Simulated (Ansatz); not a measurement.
# FH4W···H2 (doublet): what the fields show

Input

```
crystal:
  periodic: [false, false, false]
  atoms:
    - { symbol: W, position_ang: [-3.0e-06, -0.204317, -0.29618] }
    - { symbol: H, position_ang: [6.0e-06, 0.188809, 2.600194] }
    - { symbol: H, position_ang: [1.47396, 0.579934, -0.555305] }
    - { symbol: H, position_ang: [1.1e-05, 1.215441, 0.610186] }
    - { symbol: H, position_ang: [-1.473971, 0.579934, -0.555289] }
    - { symbol: F, position_ang: [3.0e-06, -1.889767, 0.457083] }
    - { symbol: H, position_ang: [5.0e-06, -0.139835, -1.988001] }
    - { symbol: H, position_ang: [-1.1e-05, -0.460199, 2.907312] }
magnetization:
  spin_polarized: true
  initial_magnetization: 1
basis:
  gaussian: { orbitals: def2-SVP }
hamiltonian:
  xc: pbe0
relax:
  f_tol: 0.03
  max_steps: 50
output:
  orbitals: {}
```

Launched as:

```sh
ansatz run input.yaml --threads 2 --pin off --max-ram 3072MiB --backend cpu --events-out ev --progress --plain --runs-dir out
```

The fields are those of the relaxed geometry.

Core potentials replace the inner electrons of W.

The calculation used UKS PBE0/def2-SVP in Ansatz 0.2.0.

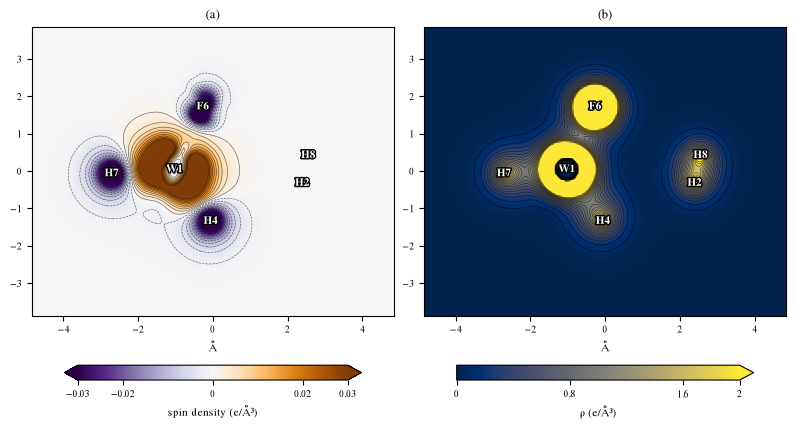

Figure 1. (a) spin density; (b) electron density on the plane of atoms F6, W1 and H7.

### What do the fields say about this system?

The section cuts through W, H and F sites.
W1···H2 (3.43 Å): the density falls to about 0.03 e/Å³ on the way: a non-bonded, intermolecular contact.
W–F (1.84 Å): ρ is about 1 e/Å³ halfway.
H–H (0.76 Å): ρ at the midpoint is about 1.7 e/Å³.
W–H (1.69 Å): the density is about 1.5 e/Å³ at the midpoint.
The unpaired spin (1 electron) lies mostly on W1 (about 1.0), in electrons by Hirshfeld's partition.

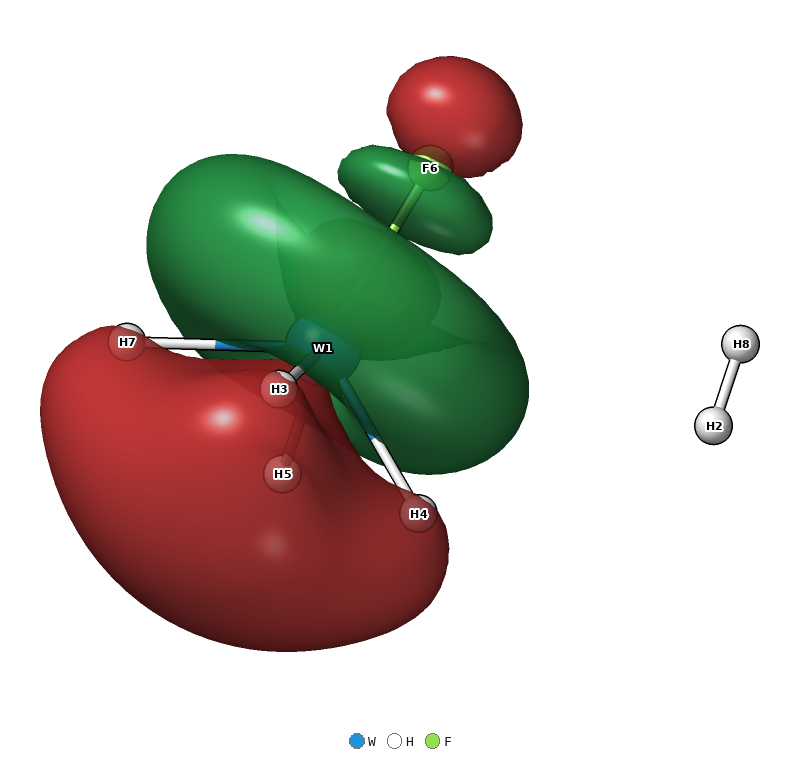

Figure 2. One frontier orbital at ±0.08 Å⁻³ᐟ² (green and red are the two phases), seen at a tilt.

### Which orbital is it: HOMO (α) or LUMO (α)?

The LUMO (α), at −2.67 eV. Its weight (Hirshfeld) is mainly on W1 (about 70 %) and F6 (about 5 %).

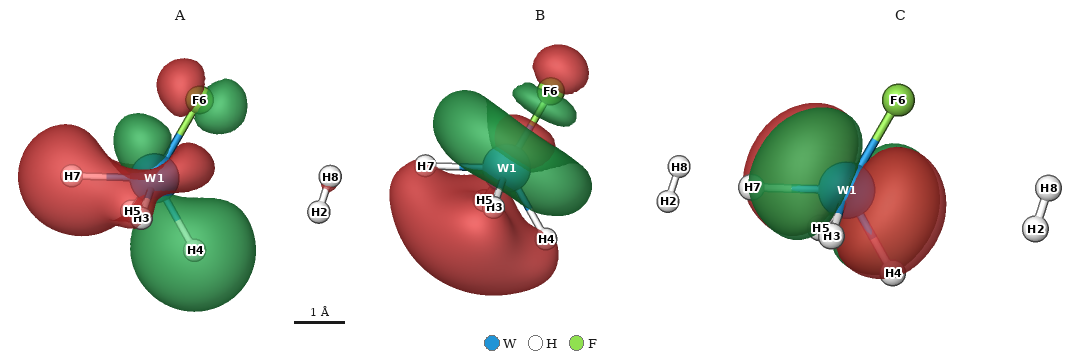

Figure 3. Three frontier orbitals at ±0.08 Å⁻³ᐟ² (green and red are the two phases), in no order.

### Which picture is the HOMO−1, the HOMO and the LUMO? All are α orbitals.

A is the HOMO−1 (α) (−9.25 eV). By Hirshfeld shares it lies mainly on W1 (about 45 %), H4 (about 30 %), H7 (about 15 %) and F6 (about 5 %). C is the HOMO (α) (−7.12 eV). It lies mainly on W1 (about 85 %). B is the LUMO (α) (−2.67 eV). Its weight (Hirshfeld) is mainly on W1 (about 70 %) and F6 (about 5 %).

### What is the gap between the highest occupied and lowest empty α orbitals?

4.45 eV between the orbital energies.
